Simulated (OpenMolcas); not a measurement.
# CH6BN (SMILES CBN) at 6 levels

We compute a comparison of 6 runs (HF/STO-3G, HF/cc-pVDZ, B2PLYP/cc-pVDZ, BLYP/cc-pVDZ, PBE0/cc-pVDZ, CCSD(T)/cc-pVDZ) of CH6BN. 

The calculation is run with OpenMolcas 26.06.

1 further run of the same task is left out (set aside as unsound or not needed).

**1. The system as given**

CH6BN: 9 atoms, total charge 0, spin state singlet. SMILES: `CBN`. Geometry: relaxed at PBE0-D4/def2-TZVP.

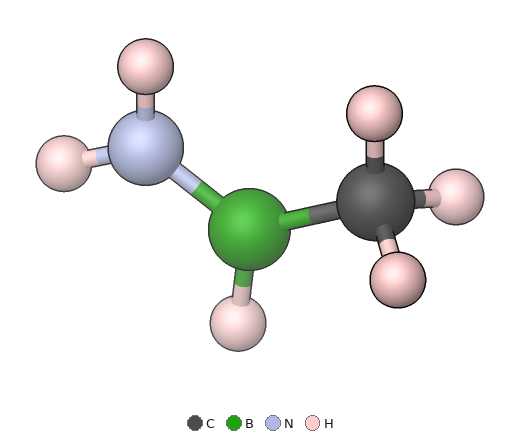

Viewed from a chosen angle; carbon dark grey, boron green, nitrogen light blue, hydrogen pink.

**2. Energy and gradient at HF/STO-3G (run 1)**

Input file calc.inp:

```
>>> EXPORT MOLCAS_PRINT=2

&GATEWAY
  BasLib = $CurrDir
  Coord
  9
  bohr
  C     -1.25723479     1.43184548    -1.11550533
  B      0.86814018    -0.53460352    -0.48414783
  N      1.12022965    -1.59266118     1.90994619
  H     -2.44133718     0.73850497    -2.66564767
  H     -0.42443249     3.19779455    -1.80336564
  H     -2.49424951     1.88764743     0.47677790
  H      2.35988998    -1.19581869    -2.06509271
  H      2.46836026    -2.85537617     2.35252005
  H     -0.03174740    -1.16482718     3.36220072
  Basis = STO-3G
  Group = NoSym

&SEWARD

&SCF
  Thresholds = 1e-10 1e-07 1e-07 1e-05
  PrOrbitals = 1 2

&ALASKA
```

The basis set STO-3G is read from a file made from the Basis Set Exchange's data (not shown).

Started as:

```sh
$ export MOLCAS_MEM=1860
$ pymolcas calc.inp > calc.log
```

What it wrote:

```text
--- Start Module: gateway ---
[...]
--- Stop Module: gateway /rc=_RC_ALL_IS_WELL_ ---
[...]
      Basis functions           21
[...]
--- Start Module: scf ---
[...]
       Convergence after  10 Iterations
[...]
::    Total SCF energy                               -119.0582917684
[...]
      Total spin, S                                     0.0000000000
[...]
      Total electronic charge=   24.000000
      Total            charge=   -0.000000
[...]
      Dipole Moment (debye):
      Origin of the operator (angstrom)=    0.1179   -0.1277    0.0944
                   X=  4.1182E-02               Y= -5.2570E-01               Z=  1.3806E+00           Total=  1.4778E+00
      Quadrupole Moment (debye*angstrom):
[...]
--- Stop Module: scf /rc=_RC_ALL_IS_WELL_ ---
--- Start Module: alaska ---
[...]
 *              Molecular gradients               *
 **************************************************
  Irreducible representation: a
 ------------------------------------------------------------------------------------------
                              X                       Y                       Z
 ------------------------------------------------------------------------------------------
  C1                1.12880280357923E-02   -1.22450337266553E-02    8.73085568252496E-03
  B2               -2.36895191117901E-02    1.91488472108046E-02    6.80105611268633E-04
  N3                4.56501009689414E-03   -1.41533711053801E-02    2.92732591833698E-02
  H4               -3.93504501871411E-03   -1.62971428143144E-03   -7.35531425705727E-03
  H5                2.82568429909791E-03    6.64592551292920E-03   -4.46355789043973E-03
  H6               -5.87043677131449E-03    2.63438416753980E-03    6.18788186648356E-03
  H7                1.74088370305805E-02   -8.31986578858868E-03   -1.67578747780039E-02
  H8               -9.38640206280139E-03    9.52360919691175E-03   -5.11715279502511E-03
[...]
--- Stop Module: alaska /rc=_RC_ALL_IS_WELL_ ---
[...]
```

It took 1.9 s on 1 thread of Arm Neoverse V1, shared host; peak memory 0.37 GiB.

**3. Energy and forces at HF/cc-pVDZ (run 2)**

Input file coord.xyz:

```xyz
9

C     -0.665300     0.757700    -0.590300
B      0.459400    -0.282900    -0.256200
N      0.592800    -0.842800     1.010700
H     -1.291900     0.390800    -1.410600
H     -0.224600     1.692200    -0.954300
H     -1.319900     0.998900     0.252300
H      1.248800    -0.632800    -1.092800
H      1.306200    -1.511000     1.244900
H     -0.016800    -0.616400     1.779200
```

Input file test.inp:

```
&GATEWAY
  BasLib
  $CurrDir
  Coord
  coord.xyz
  Basis
  cc-pVDZ
  Group
  NoSym

&SEWARD

&SCF
  Thresholds
  1e-10 1e-07 1e-07 1e-05
  PrOrbitals
  1 2

&ALASKA
```

The basis set cc-pVDZ is read from a file made from the Basis Set Exchange's data (not shown).

Started as:

```sh
$ export MOLCAS_MEM=1860
$ pymolcas test.inp > test.log
```

What it wrote:

```text
--- Start Module: gateway ---
[...]
--- Stop Module: gateway /rc=_RC_ALL_IS_WELL_ ---
[...]
      Basis functions           72
[...]
--- Start Module: scf ---
[...]
       Convergence after  12 Iterations
[...]
::    Total SCF energy                               -120.5526154318
[...]
      Total spin, S                                     0.0000000000
[...]
      Total electronic charge=   24.000000
      Total            charge=   -0.000000
[...]
      Dipole Moment (debye):
      Origin of the operator (angstrom)=    0.1179   -0.1277    0.0944
                   X= -3.9153E-02               Y= -4.9641E-01               Z=  1.4838E+00           Total=  1.5651E+00
      Quadrupole Moment (debye*angstrom):
[...]
--- Stop Module: scf /rc=_RC_ALL_IS_WELL_ ---
[...]
--- Start Module: alaska ---
[...]
 *              Molecular gradients               *
 **************************************************
  Irreducible representation: a
 ------------------------------------------------------------------------------------------
                              X                       Y                       Z
 ------------------------------------------------------------------------------------------
  C1                5.33413587517106E-03   -5.58986923469940E-03    3.53794250361394E-03
  B2               -3.71179509823660E-03    3.92839915428420E-03   -2.53930409681224E-03
  N3               -9.90487151246944E-04    4.16272402711559E-03   -9.43040579330834E-03
  H4                4.38891954256171E-04    5.29498959727426E-04    4.20387507791276E-05
  H5               -3.99661221024084E-04   -4.79974834943775E-04   -3.22955405250402E-04
  H6               -9.24388201628545E-06    1.14843183389390E-04   -3.06882283466425E-04
  H7               -1.08442789312257E-03    1.37848109990513E-04    2.11658053302521E-03
  H8                5.00876078316370E-03   -4.62984475938466E-03    1.49812410252181E-03
[...]
--- Stop Module: alaska /rc=_RC_ALL_IS_WELL_ ---
[...]
```

Wall time 4.8 s (1 thread of Arm Neoverse V1, shared host); peak memory 0.42 GiB.

Run 3 isn't shown in full; the table further down has it.

**4. Energy and forces at BLYP/cc-pVDZ (run 4)**

Input file mol.input:

```
* CH6BN Kohn-Sham DFT

&GATEWAY
 BasLib
 $CurrDir
 Coord
 9
 angstrom
 C       -0.665300       0.757700      -0.590300
 B        0.459400      -0.282900      -0.256200
 N        0.592800      -0.842800       1.010700
 H       -1.291900       0.390800      -1.410600
 H       -0.224600       1.692200      -0.954300
 H       -1.319900       0.998900       0.252300
 H        1.248800      -0.632800      -1.092800
 H        1.306200      -1.511000       1.244900
 H       -0.016800      -0.616400       1.779200
 Basis
 cc-pVDZ
 Group
 NoSym

&SEWARD
 GridInput
 Grid=UltraFine
 End of Grid

&SCF
 KSDFT
 BLYP
 Thresholds
 1e-10 1e-07 1e-07 1e-05
 PrOrbitals
 1 1

&ALASKA
```

The basis set cc-pVDZ is read from a file made from the Basis Set Exchange's data (not shown).

Started as:

```sh
$ export MOLCAS_MEM=1860
$ pymolcas mol.input > mol.log
```

What it wrote:

```text
--- Start Module: gateway ---
[...]
--- Stop Module: gateway /rc=_RC_ALL_IS_WELL_ ---
[...]
      Basis functions           72
[...]
--- Start Module: scf ---
[...]
       Convergence after  14 Iterations
[...]
::    Total KS-DFT energy                            -121.2957473184
[...]
      Total spin, S                                     0.0000000000
[...]
      Total electronic charge=   24.000000
      Total            charge=   -0.000000
[...]
      Dipole Moment (debye):
      Origin of the operator (angstrom)=    0.1179   -0.1277    0.0944
                   X= -6.8270E-02               Y= -5.5252E-01               Z=  1.7077E+00           Total=  1.7962E+00
      Quadrupole Moment (debye*angstrom):
[...]
--- Stop Module: scf /rc=_RC_ALL_IS_WELL_ ---
[...]
--- Start Module: alaska ---
[...]
 *              Molecular gradients               *
 **************************************************
  Irreducible representation: a
 ------------------------------------------------------------------------------------------
                              X                       Y                       Z
 ------------------------------------------------------------------------------------------
  C1               -3.61684938279794E-03    3.66657195533904E-03   -1.94969960798486E-03
  B2                2.99821197940364E-04   -1.38632903586099E-03    3.16960214486706E-03
  N3               -1.67924822755294E-04   -1.56313834194988E-03    4.76829116544675E-03
  H4                6.60045407096321E-03    3.26606185332656E-03    8.47093967325963E-03
  H5               -4.05440732615592E-03   -9.71048882593095E-03    3.91121185707055E-03
  H6                7.03186681424661E-03   -2.84760614780000E-03   -8.30578230028189E-03
  H7               -4.65678377623790E-03    2.10928201315586E-03    4.81055656822926E-03
  H8               -9.50650969510836E-03    9.18581482437641E-03   -3.88788152283182E-03
[...]
--- Stop Module: alaska /rc=_RC_ALL_IS_WELL_ ---
[...]
```

Wall time 30 s (1 thread of Arm Neoverse V1, shared host); peak memory 0.42 GiB.

Run 5 isn't shown in full; the table further down has it.

**5. The energy at CCSD(T)/cc-pVDZ (run 6)**

Input file struct.xyz:

```xyz
9

C     -0.665300     0.757700    -0.590300
B      0.459400    -0.282900    -0.256200
N      0.592800    -0.842800     1.010700
H     -1.291900     0.390800    -1.410600
H     -0.224600     1.692200    -0.954300
H     -1.319900     0.998900     0.252300
H      1.248800    -0.632800    -1.092800
H      1.306200    -1.511000     1.244900
H     -0.016800    -0.616400     1.779200
```

Input file calc.input:

```
&GATEWAY
 BASLIB=$CurrDir
 COORD=struct.xyz
 BASIS=cc-pVDZ
 GROUP=NoSym

&SEWARD

&SCF
 THRESHOLDS=1e-10 1e-07 1e-07 1e-05
 PRORBITALS=1 1

&RASSCF
 FILEORB=$Project.ScfOrb
 SPIN=1
 NACTEL=0 0 0
 INACTIVE=12
 RAS2=0
 OUTORBITALS=Canonical
 ORBLISTING=NoCore

&MOTRA
 JOBIPH
 FROZEN=3

&CCSDT
 CCT
 TRIPLES=2
 ITERATIONS=80
 ACCURACY=1e-08
 EXTRAPOLATION=5 4
```

The basis set cc-pVDZ is read from a file made from the Basis Set Exchange's data (not shown).

Started as:

```sh
$ export MOLCAS_MEM=1860
$ pymolcas calc.input > calc.log
```

What it wrote:

```text
--- Start Module: gateway ---
[...]
--- Stop Module: gateway /rc=_RC_ALL_IS_WELL_ ---
[...]
      Basis functions           72
[...]
       Convergence after  12 Iterations
[...]
::    Total SCF energy                               -120.5526154318
[...]
      Total spin, S                                     0.0000000000
[...]
      Number of active orbitals                  0
[...]
      Spin quantum number                      0.0
[...]
      Active orbitals                            0
[...]
      Number of CSFs                             1
[...]
      Number of root(s) required                 1
[...]
      Convergence after  4 iterations
[...]
      Natural orbitals and occupation numbers for root  1
      ************************************************************************************************************************
      *                                                    Final results                                                     *
      ************************************************************************************************************************
[...]
::    RASSCF root number  1 Total energy:   -120.55261543
[...]
      Total electronic charge=   24.000000
      Total            charge=   -0.000000
[...]
      Dipole Moment (debye):
      Origin of the operator (angstrom)=    0.1179   -0.1277    0.0944
                   X= -3.9153E-02               Y= -4.9641E-01               Z=  1.4838E+00           Total=  1.5651E+00
      Quadrupole Moment (debye*angstrom):
[...]
--- Start Module: motra ---
[...]
      *** WARNING: Default frozen orbitals is overwritten by user input.
      *** Default values:   3
[...]
--- Stop Module: motra /rc=_RC_ALL_IS_WELL_ ---
--- Start Module: ccsdt ---
[...]
      Convergence after                    15  Iterations
      Total energy (diff) :    -120.99977505      -0.00000001
[...]
 METHOD                       : CCSD+T(CCSD)+<T3(1)WT1> = CCSD(T)
[...]
       CCSD     =      -120.9997750469975
[...]
--- Stop Module: ccsdt /rc=_RC_ALL_IS_WELL_ ---
[...]
```

Run time: 20 s. Hardware: 1 thread of Arm Neoverse V1, shared host; peak memory 0.42 GiB.

**6. Overview of the runs**

```csv
run,level,task,frozen core orbitals,energy (Eh),dipole moment (D) of the reference,HOMO energy (eV),LUMO energy (eV),wall time
1,HF/STO-3G,gradient,–,-119.058292,1.48,-9.97,9.30,1.9 s
2,HF/cc-pVDZ,gradient,–,-120.552615,1.57,-11.53,4.87,4.8 s
3,B2PLYP/cc-pVDZ,energy,3,-121.227246,1.66,-9.34,2.59,20 s
4,BLYP/cc-pVDZ,gradient,–,-121.295747,1.80,-6.52,0.31,30 s
5,PBE0/cc-pVDZ,gradient,–,-121.216822,1.73,-8.11,1.16,30 s
6,CCSD(T)/cc-pVDZ,energy,3,-121.011599,1.57,-11.53,4.87,20 s
```

**7. Results**

| quantity | value |
| --- | --- |
| run 6: total energy | -121.01160 Eh |
| run 6: dipole moment (mean-field density) | 1.57 D |
| run 6: HOMO energy (Hartree–Fock orbitals) | -11.53 eV |
| run 6: LUMO energy (Hartree–Fock orbitals) | 4.87 eV |
| run 6: HOMO–LUMO gap (Hartree–Fock orbitals) | 16.41 eV |
| run 6: correlation energy (3 core orbitals frozen) | -459.0 mEh |
| run 6: (T) correction | -11.82 mEh |

In words: Over runs 1, 2, 3, 4, 5 the dipole moment (its size) runs from 1.48 D (HF/STO-3G) to 1.80 D (BLYP/cc-pVDZ). The two ends differ in method and basis. Over runs 1, 2, 3, 4, 5 the HOMO–LUMO gap runs from 6.83 eV (BLYP/cc-pVDZ) to 19.28 eV (HF/STO-3G). For B2PLYP the log adds the whole second-order term; the table takes 0.27 of it, as the functional is defined. Totals of different functionals can't be ranked against each other. In run 1 the basis is minimal, so the values are rough. All runs together took 1.8 min, the longest 30 s.
